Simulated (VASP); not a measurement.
Band structure of Nb$_{3}$Sn (space group Pm-3n). All values below come from PBE GGA, VASP's PBE PAW potentials (set 64) (plane waves; VASP).

Unless said otherwise, spin-orbit coupling is left out, though it shifts the bands of the heavy elements here.

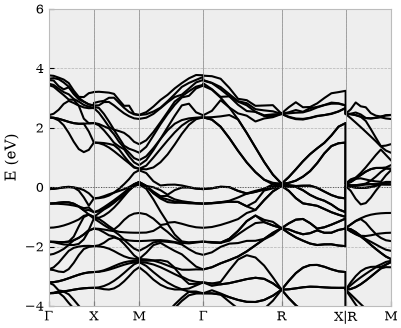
Figure: Bands along high-symmetry lines, zero at the valence-band maximum or, without a gap, the Fermi level

### Question
Read the plot: is there a gap, and where are the band edges?

### Answer
It has no gap at this level: it comes out as a metal or semimetal.

The structure comes from a computed database's Nb3Sn entry; how it stands against other phases isn't given here. The cell was not relaxed at this level.
